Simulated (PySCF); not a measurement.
**C2H9ClGe2O (SMILES Cl[CH2][GeH2][O][CH2][GeH3]): density, localisation and related maps**

Input file:

```
{"job": {"kind": "uv", "xc": "PBE0", "basis": "def2-SVPD", "nstates": 8, "ntriplets": 3}, "charge": 0, "multiplicity": 1}
Cl    -0.994287     1.647044     1.302120
C     -2.165300     0.554021     0.522772
Ge    -1.294035    -0.130224    -1.138034
O     -0.053163    -1.268255    -0.689997
C      0.899791    -1.114932     0.344994
Ge     2.234288     0.332319     0.099869
H     -3.065052     1.132491     0.335905
H     -2.394953    -0.240449     1.230526
H     -2.145286    -1.027748    -1.985369
H     -0.705433     1.033776    -1.897554
H      1.440095    -2.066940     0.408025
H      0.399311    -0.973008     1.309460
H      1.633577     1.654538    -0.247535
H      3.005478     0.483239     1.372562
H      3.200555    -0.007882    -0.989658
```

Run with:

```sh
OMP_NUM_THREADS=1 python probes_run.py task.json out
```

Geometry: GFN2-xTB.

Method: PBE0/def2-SVPD, SCF density, gas phase in PySCF.

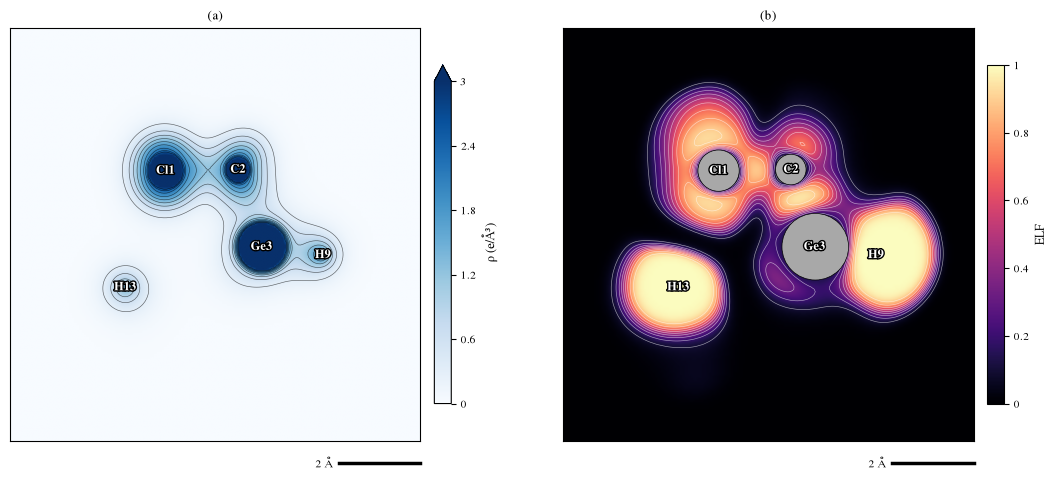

Figure 1. (a) electron density; (b) ELF on the plane of atoms Cl1, C2 and Ge3. Grey discs cover the atomic cores in the ELF map.

What do the fields say about this system?

Answer. Atoms in the plane: Cl, C, Ge and H. C–Cl (1.78 Å): the density is about 1.3 e/Å³ at the midpoint; the ELF peaks at about 0.90 between the atoms, as expected for a shared electron pair. C–Ge (2.00 Å): the density is about 0.84 e/Å³ at the midpoint; the ELF peaks at about 0.95 in the valence shell of C, 0.7 Å from its nucleus, and is about 0.75 at the midpoint. Ge–H (1.50 Å): ρ at the midpoint is about 1.1 e/Å³; the ELF climbs to about 1 towards the hydrogen. The ELF also peaks beside Cl1, away from the bonds: lone-pair regions.

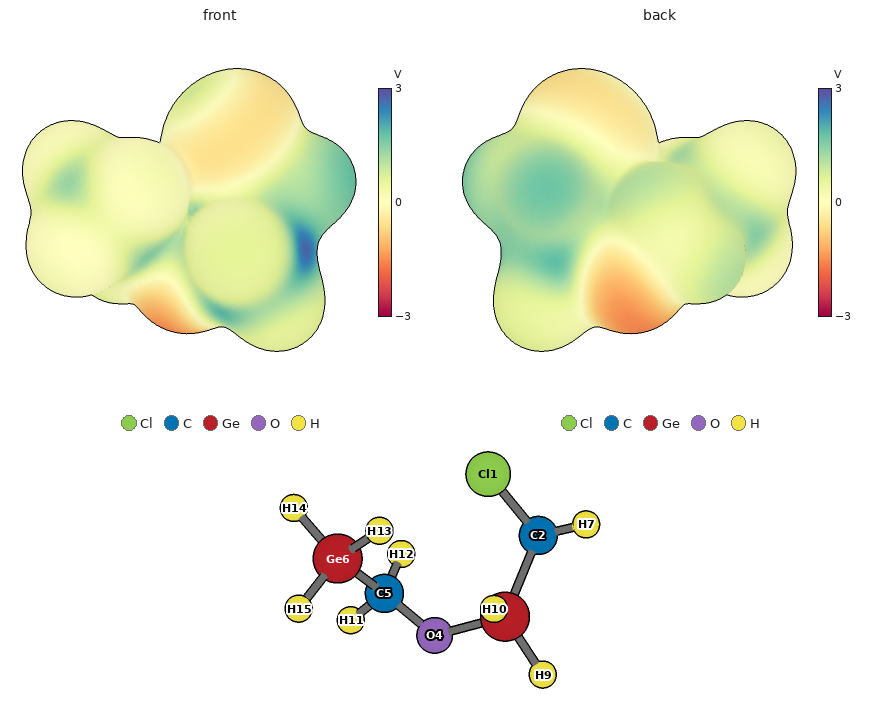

Figure 2. The electrostatic potential painted on the density surface at 0.004 e/bohr³, seen from the front and from behind; red is negative and blue positive. The bare structure is drawn below in the same view.

Which sites attract a positive test charge, and which a negative one?

Answer. A positive charge is drawn to the negative regions and a negative charge to the positive ones. The most negative region (about −1.5 V, or −35 kcal/mol for a unit charge) lies over O4, the most positive (about +2.4 V, or +55 kcal/mol for a unit charge) over Ge3. Cl1 shows a σ-hole: about +0.7 V, or +16 kcal/mol for a unit charge at the tip opposite its bond, against about −0.2 V on its flanks. O4 is the likeliest acceptor of a hydrogen bond.
